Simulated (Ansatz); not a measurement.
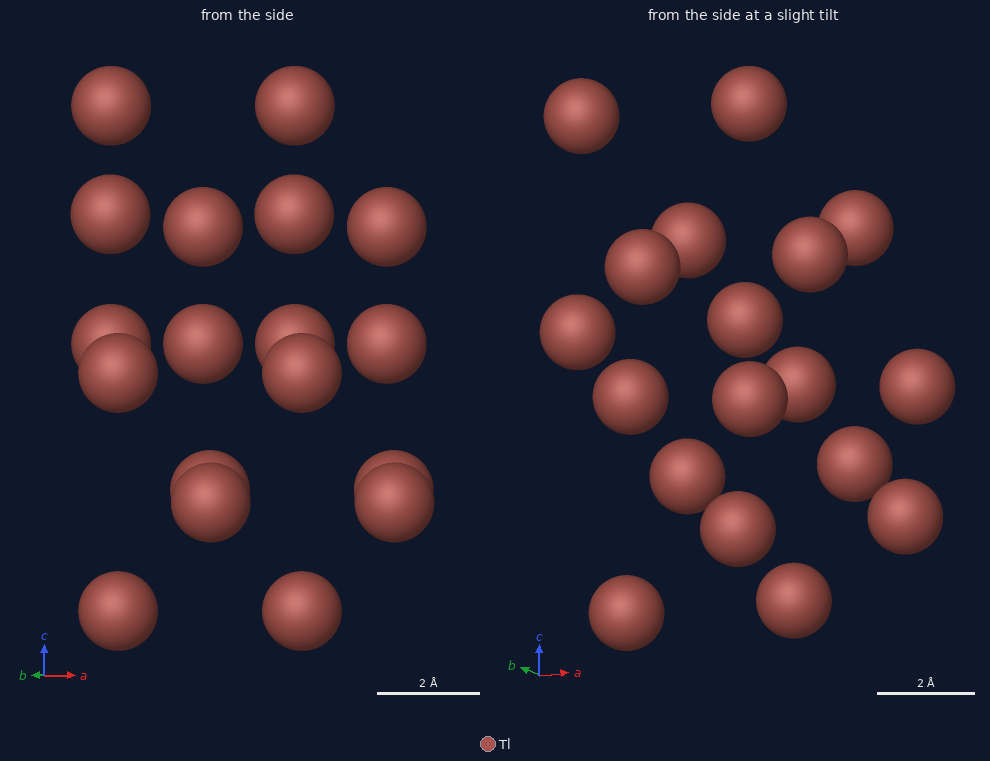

A spheres-only picture of a periodic slab, seen from the side and from the side at a slight tilt. The surface normal points up in side views; the vacuum is left out. 2×1 cells are drawn in the plane, with atoms at the edges repeated.

The cell holds 8 Tl. The slab was cut from bulk Tl (P6_3/mmc).

Q: What height do the atoms span?

A: About 10 Å from the lowest to the highest atom.

Q: Along which plane was the crystal cut?

A: (1 0 1).

Computational set-up: DFT PBE, scalar-relativistic, plane waves, PAW (Ansatz 0.2.0), an energy cutoff of 420 eV, a 10×6×1 mesh of k-points, Gaussian smearing of 0.1 eV, no spin polarisation.

Q: Estimate the work function for the two faces.

A: 3.34 eV on both faces.

Starting structure: the standard structure of this element; a slab was cut from it. The atoms were relaxed in a fixed cell with DFT PBE, scalar-relativistic, plane waves, PAW in Ansatz.
